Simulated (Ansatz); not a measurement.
```xyz
24
Lattice="7.3269 0.0000 0.0000 0.0000 0.0000 -7.3269 0.0000 7.3269 0.0000" Properties=species:S:1:pos:R:3 pbc="T T T"
Ti    3.6635    0.0000   -3.6635
Ti    0.0000    3.6635   -3.6635
Ti    0.0000    0.0000    0.0000
Ti    3.6635    3.6635    0.0000
Si    5.4952    1.8317   -5.4952
Si    1.8317    5.4952   -5.4952
Si    1.8317    1.8317   -1.8317
Si    5.4952    5.4952   -1.8317
Mo    2.7508    0.9127   -6.4142
Mo    6.4142    4.5762   -6.4142
Mo    6.4142    0.9127   -2.7508
Mo    2.7508    4.5762   -2.7508
Mo    0.9127    0.9127   -4.5762
Mo    4.5762    4.5762   -4.5762
Mo    4.5762    0.9127   -0.9127
Mo    0.9127    4.5762   -0.9127
Mo    0.9127    2.7508   -6.4142
Mo    4.5762    6.4142   -6.4142
Mo    4.5762    2.7508   -2.7508
Mo    0.9127    6.4142   -2.7508
Mo    2.7508    2.7508   -4.5762
Mo    6.4142    6.4142   -4.5762
Mo    6.4142    2.7508   -0.9127
Mo    2.7508    6.4142   -0.9127
```

Space group F-43m; a structure generated by program, which may or may not match a known phase; computed without spin polarisation.

Level of theory: Ansatz, DFT PBE, scalar-relativistic, plane waves, PAW.

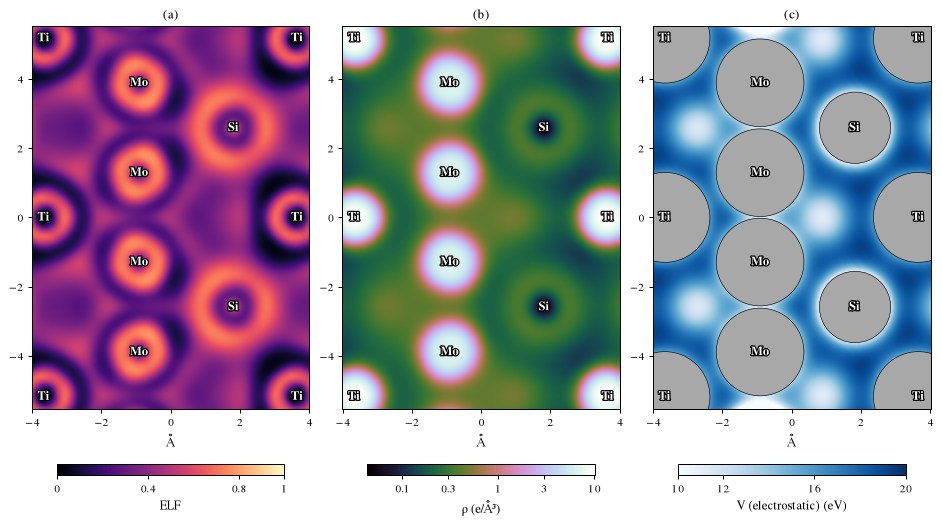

TiSiMo4. (a) ELF; (b) valence pseudo-density; (c) electrostatic potential energy of an electron on the (011) plane of the conventional cell. Grey discs cover the atomic cores in the potential map.

The density is the valence pseudo-density of a PAW calculation; it isn't the true density close to the nuclei.

What does the map show?

Answer.
- The plane passes through Ti, Si and Mo nuclei.
- Mo–Mo (2.60 Å): ρ at the midpoint is about 0.47 e/Å³; the ELF is about 0.25 at the midpoint (no localised pair shows between them).
- Si–Mo (3.04 Å): ρ at the midpoint is about 0.21 e/Å³; the ELF peaks at about 0.70 in the valence shell of Si, 0.9 Å from its nucleus, and drops to about 0.10 between the two atoms.
- Ti–Mo (3.04 Å): ρ at the midpoint is about 0.22 e/Å³; the ELF is about 0.35 at the midpoint.
- Ti–Si (3.17 Å): ρ is about 0.14 e/Å³ halfway; the ELF peaks at about 0.65 in the valence shell of Si, 1.0 Å from its nucleus, and is about 0.25 at the midpoint.
- Between the atoms the lowest density in this plane is 0.13 e/Å³.
- The features right at Ti and Mo lie inside the PAW spheres, where the map follows smoothed inner orbitals and isn't to be read closely.
- Outside the cores the potential energy rises away from the atoms and is highest about 1.8 Å from the nearest atoms; its zero is arbitrary.
